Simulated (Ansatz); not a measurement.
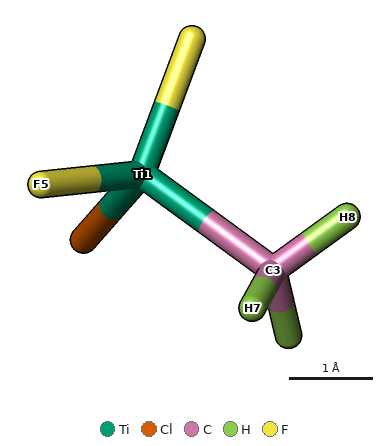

The structure as given in the input (stick view, seen at an oblique angle; atoms are numbered from 1 in the order of the input). Sticks mark near contacts. Bond lengths as drawn: Cl–Ti 2.21 Å, C–H 1.11 Å, C–Ti 2.07 Å and F–Ti 1.75 Å.

## Run report: CH3ClF2Ti, phonon calculation

The run: phonon calculation of CH3ClF2Ti. Method and program: RKS BLYP-D4/def2-SVP (Ansatz 0.2.0).

It belongs to a series of runs on one base structure; here: vibrations at the highest image of the band. Figures and captions count atoms from 1; the log counts them from 0 in places.

**Input**
```yaml
crystal:
  periodic: [false, false, false]
  atoms:
    - { symbol: Ti, position_ang: [0.093224, 0.54996, 0.785499] }
    - { symbol: Cl, position_ang: [2.207946, 0.319593, 1.379974] }
    - { symbol: C, position_ang: [-0.208814, -0.60275, -0.9066] }
    - { symbol: H, position_ang: [0.741411, -1.1056, -1.178784] }
    - { symbol: F, position_ang: [-0.293523, 2.199341, 0.335551] }
    - { symbol: F, position_ang: [-1.009085, -0.061683, 2.003394] }
    - { symbol: H, position_ang: [-0.540168, 0.05972, -1.732855] }
    - { symbol: H, position_ang: [-0.990893, -1.358479, -0.686177] }
basis:
  gaussian: { orbitals: def2-SVP }
hamiltonian:
  xc: blyp
  dispersion: d4
phonons: {}
```

Run as:
```bash
ansatz run input.yaml --threads 2 --pin off --max-ram 3072MiB --backend cpu --events-out ev --progress --plain --runs-dir out
```

**The program's output**
```
Engine: ansatz 0.2.0, x86_64-unknown-linux-gnu
Functional definition: BLYP
  parameter beta = 0.0042
  parameter a = 0.04918
  parameter b = 0.132
  parameter c = 0.2533
  parameter d = 0.349
  exchange = b88_x(beta = beta)
  correlation = lyp_c(a = a, b = b, c = c, d = d)
1203 factors; their error is unknown
mean field evaluation 1: about -42138.4491 eV, gradient 7.8e1 eV
mean field evaluation 2: about -41745.1381 eV, gradient 4.1e2 eV
mean field evaluation 4: about -42138.4839 eV, gradient 8.0e1 eV
mean field evaluation 8: about -42151.4940 eV, gradient 1.5e0 eV
mean field evaluation 16: about -42151.4531 eV, gradient 5.6e-3 eV
mean field -42151.45308214 eV, -1549.0373294874 hartree, gradient 7.3e-5 eV, S^2 0.000000; 0 other end points of the search recorded, 0 dependent functions left out
the calculation of the forces begins
reference -42151.45354156 eV, -1549.0373463711 hartree; 33, 33 occupied and 73, 73 virtual orbitals, 1203 factors
these checks for a lower state are left out or cut short: stability, starts, cluster_reference, orbital_swaps, neighbouring_geometries, increment
1203 factors; their error is unknown
mean field -42151.45299915 eV, -1549.0373264378 hartree, gradient 1.9e-6 eV, S^2 0.000000; 0 other end points of the search recorded, 0 dependent functions left out
[... from here on the field's lines of each further geometry are left out, up to the last ...]
the calculation of the forces begins
reference -42151.45350763 eV, -1549.0373451240 hartree; 33, 33 occupied and 73, 73 virtual orbitals, 1203 factors
these checks for a lower state are left out or cut short: stability, starts, cluster_reference, orbital_swaps, neighbouring_geometries, increment
1203 factors; their error is unknown
mean field -42151.45309275 eV, -1549.0373298775 hartree, gradient 1.6e-6 eV, S^2 0.000000; 0 other end points of the search recorded, 0 dependent functions left out
the calculation of the forces begins
reference -42151.45355217 eV, -1549.0373467607 hartree; 33, 33 occupied and 73, 73 virtual orbitals, 1203 factors
WARN: phonons: modes at or below zero, which the zero-point energy, F, S and C_V leave out: 1, the lowest at -118.83 cm⁻¹. A minimum has none, and a first-order saddle one
Total energy: -42151.81738676 eV, -1549.0507174356 hartree
Atom 0 at     0.093224     0.549960     0.785499 Å, force     0.000640     0.001248     0.001006 eV/Å
Atom 1 at     2.207946     0.319593     1.379974 Å, force    -0.002161    -0.000516    -0.001274 eV/Å
Atom 2 at    -0.208814    -0.602750    -0.906600 Å, force    -0.001329     0.004299     0.004996 eV/Å
Atom 3 at     0.741411    -1.105600    -1.178784 Å, force     0.001464    -0.002506    -0.002539 eV/Å
Atom 4 at    -0.293523     2.199341     0.335551 Å, force    -0.001796    -0.005700     0.004562 eV/Å
Atom 5 at    -1.009085    -0.061683     2.003394 Å, force     0.002037     0.005843    -0.003570 eV/Å
Atom 6 at    -0.540168     0.059720    -1.732855 Å, force     0.000614    -0.001237    -0.001604 eV/Å
Atom 7 at    -0.990893    -1.358479    -0.686177 Å, force     0.000532    -0.001430    -0.001577 eV/Å
Dipole moment:    -0.065585    -0.146301    -0.226350 e Å
Vibrations: -118.83 149.62 152.34 182.55 189.42 195.06 424.82 514.91 532.14 544.04 751.40 806.93 1089.15 1349.84 1350.86 2943.21 3050.84 3054.96 cm⁻¹, zero-point energy 1.071352 eV
```

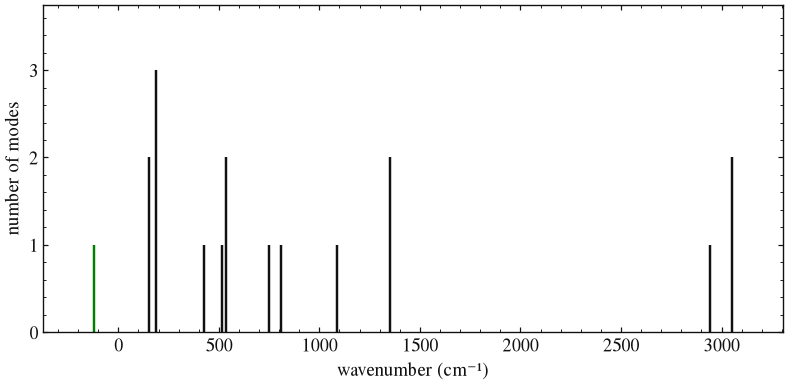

Harmonic vibrational wavenumbers from the force constants; neighbouring modes closer than 14 cm⁻¹ are counted in one stick, and imaginary ones are drawn at negative wavenumbers. 18 modes from 119i to 3055 cm⁻¹, 1 imaginary beyond 8i (119i cm⁻¹): a first-order saddle point, if the geometry is stationary.

**Results in brief**

| quantity | value |
| --- | --- |
| outcome | converged |
| total energy | −42151.8174 eV |
| mean-field energy | −42151.4535 eV |
| largest force (length of the vector) | 0.008 eV/Å |
| hardware | 2 threads of Intel Xeon (Sapphire Rapids), 16 GiB of memory available, shared host |
| wall time | 49 s (CPU time 93 s) |
| peak memory | 0.18 GiB |
